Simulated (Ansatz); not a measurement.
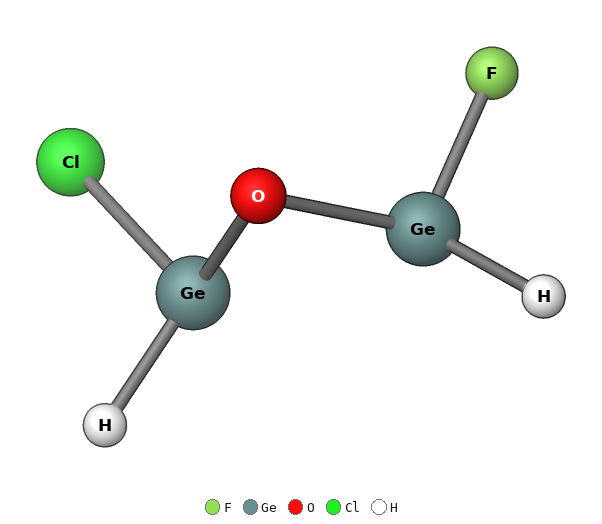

A ball-and-stick model of a molecule. Every bond is drawn as one stick, whatever its order.

Computed geometry: PBE0-D4/def2-TZVP optimisation.

Question: Give the formula.

Answer: ClFGe₂H₂O, 7 atoms: 1 chlorine, 1 fluorine, 2 germanium, 2 hydrogen and 1 oxygen.

Question: Give the symmetry (Schoenflies symbol).

Answer: C1.

More results for the same structure follow; atom numbers are the same in all pictures, views and colours differ.

## Geometry

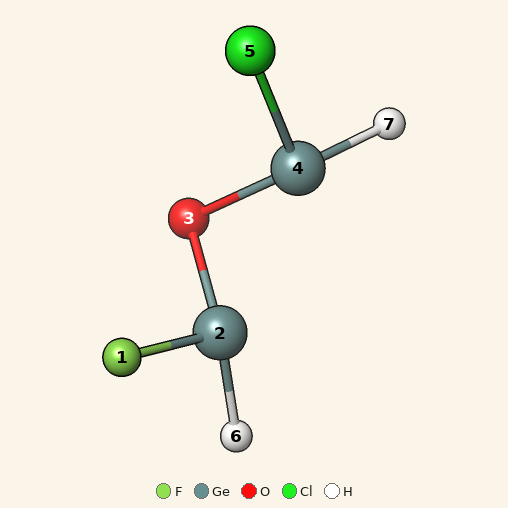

The atoms are numbered.

Question: Describe the coordination of atom 2.

Answer: Ge2 has 3 neighbours (F1 at 1.73, O3 at 1.81, H6 at 1.53 Å); the arrangement is trigonal pyramidal.

Question: Describe the coordination of atom 4.

Answer: Ge4 has 3 neighbours (O3 at 1.82, Cl5 at 2.13, H7 at 1.53 Å); the arrangement is trigonal pyramidal.

Question: What is the geometry at O3?

Answer: O3 has 2 neighbours (Ge2 at 1.81, Ge4 at 1.82 Å); the arrangement is bent.

Question: What is the dihedral angle Ge2–O3–Ge4–Cl5?

Answer: 111° in size, that is anticlinal.

## Levels of theory compared

Program: Ansatz 0.2.0.

At this fixed geometry, give dipole (D) at these levels: B3LYP-D4/def2-TZVPP; PBE-D4/def2-TZVPP; PBE0-D4/def2-TZVP; r2SCAN-D4/def2-TZVPP; ωB97M-V/def2-TZVPP.

```csv
level,dipole (D)
B3LYP-D4/def2-TZVPP,3.51
PBE-D4/def2-TZVPP,3.21
PBE0-D4/def2-TZVP,3.50
r2SCAN-D4/def2-TZVPP,3.35
ωB97M-V/def2-TZVPP,3.58
```

## Thermal motion

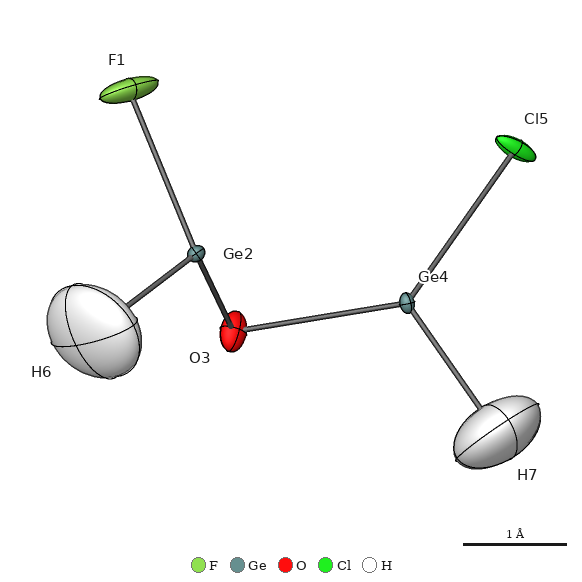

Displacement ellipsoids at the 50 % level, enlarged 2 times, from the internal vibrations of the free molecule (harmonic, no overall translation or rotation; no half-axis is drawn under 0.075 Å). Vibrations computed with RKS PBE0-D4/def2-TZVP (Ansatz 0.2.0). Temperature: 100 K.

Question: Which atom moves most?

Answer: H6, with U_eq = 0.0233 Å².

Question: Does H6 move more along its bond or across it?

Answer: Across it: the root-mean-square amplitude is 0.091 Å along the bond and up to 0.187 Å across, since bending and torsion are softer than stretching.

List U_eq and the three principal root-mean-square amplitudes for each kind of atom.

```tsv
atom	U_eq (Å²)	rms amplitudes (Å)
F1	0.0052	0.035, 0.061, 0.103
Ge2	0.00056	0.017, 0.024, 0.029
O3	0.0026	0.037, 0.044, 0.067
Ge4	0.00072	0.019, 0.027, 0.033
Cl5	0.0025	0.028, 0.034, 0.075
H6	0.0233	0.091, 0.163, 0.187
H7	0.0216	0.092, 0.155, 0.180
```

## Vibrations

Harmonic vibrations computed with RKS PBE0-D4/def2-TZVP (Ansatz 0.2.0) at a stationary point of the same level.

Question: List the wavenumbers.

Answer: 15 modes: 80, 120, 165, 241, 302, 373, 448, 609, 646, 700, 713, 731, 765, 2163, 2168 cm⁻¹.
